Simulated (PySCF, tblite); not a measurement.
# C₆H₁₁BN₂O: geometry, infrared bands and NMR shifts

What infrared bands and NMR shifts should C₆H₁₁BN₂O (`C=C(/C=C/C=O)CB(N)N`) show?

Programs: tblite 0.8.0 and PySCF 2.14.0, with density-fitted response routines of our own. Each step states its level of theory. These are calculated values for one molecule in the gas phase, unless marked as measured. Atoms count from 0, in the outputs and in this text.

## 1. The molecule as given

21 atoms, charge 0, multiplicity 1; geometry from: force field or distance geometry start.

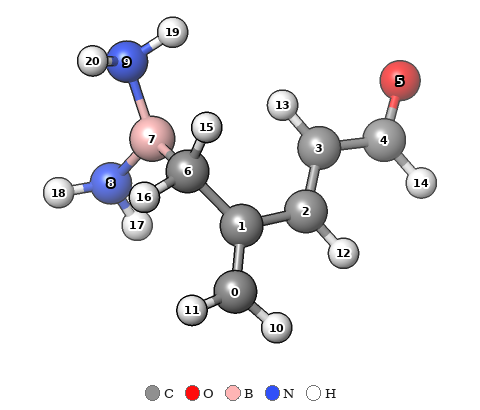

As it starts; carbon grey, oxygen red, boron pink, nitrogen blue, hydrogen white, atoms numbered.

## 2. Relaxing the molecule with GFN2-xTB

The job: settings as JSON, then the geometry in Å.

```
{"job": {"kind": "relax", "xc": "GFN2-xTB", "basis": "xTB"}, "charge": 0, "multiplicity": 1}
C      1.363900    -2.098400     0.348700
C      0.783800    -0.892100     0.382500
C      1.605400     0.215000    -0.114900
C      1.158600     1.475200    -0.145600
C      2.055600     2.484100    -0.661800
O      1.689400     3.709900    -0.717400
C     -0.582100    -0.713600     0.925500
B     -1.599500    -0.110800    -0.097800
N     -1.945500    -0.819400    -1.382900
N     -2.735700     0.739300     0.512100
H      2.351900    -2.141400    -0.057300
H      0.902300    -3.001200     0.680300
H      2.600400     0.018600    -0.492400
H      0.172500     1.695700     0.232600
H      3.052100     2.266300    -1.042600
H     -0.622700    -0.111900     1.868200
H     -0.968300    -1.729400     1.226700
H     -1.161900    -1.038800    -2.007300
H     -2.674100    -1.556400    -1.292900
H     -2.244900     1.504700     1.079000
H     -3.210200     0.121700     1.221200
```

On the command line:

```bash
$ OMP_NUM_THREADS=1 python probes_run.py task.json out
```

One launch serves the whole session: the jobs run in the order shown.

**Question.** This job is followed by: GFN2-xTB harmonic vibrations, gas phase; GIAO PBE0/pcSseg-1 NMR shielding, non-relativistic, gas phase. Predict these results of the whole session: strongest single infrared mode (GFN2-xTB); zero-point energy (GFN2-xTB); 13C shifts against TMS (PBE0/pcSseg-1); 1H shifts against TMS (PBE0/pcSseg-1, means over atoms taken as alike); 17O shifts against H2O (PBE0/pcSseg-1); 11B shifts against BF3·OEt2 (PBE0/pcSseg-1); 15N shifts against NH3 (PBE0/pcSseg-1, means over atoms taken as alike).

As calculated:

| quantity | value |
| --- | --- |
| strongest single infrared mode (GFN2-xTB) | 1726 cm⁻¹, 473 km/mol |
| zero-point energy (GFN2-xTB) | 104.4 kcal/mol |
| 13C shifts against TMS (PBE0/pcSseg-1) | 197.4, 162.0, 156.8, 137.0, 130.5, 27.1 ppm |
| 1H shifts against TMS (PBE0/pcSseg-1, means over atoms taken as alike) | 9.87, 6.99, 6.45, 5.67, 5.61, 2.30, 1.86 ppm |
| 17O shifts against H2O (PBE0/pcSseg-1) | 703.3 ppm |
| 11B shifts against BF3·OEt2 (PBE0/pcSseg-1) | 26.0 ppm |
| 15N shifts against NH3 (PBE0/pcSseg-1, means over atoms taken as alike) | 66.0 ppm |

What this shows: The optimisation took 114 steps and gained 2.356 eV; among the close pairs (by a distance rule), B7–N9 changed most, from 1.545 to 1.401 Å. All 57 modes are real, so the xTB geometry is a minimum. The strongest single mode, at 1726 cm⁻¹, moves mainly C4 and O5. Unscaled tight-binding wavenumbers are off by several per cent, some by more. Its intensities can rank the bands wrongly. At PBE0/pcSseg-1: The largest span, 1388 ppm, is at O5, where the paramagnetic term is -763 ppm.
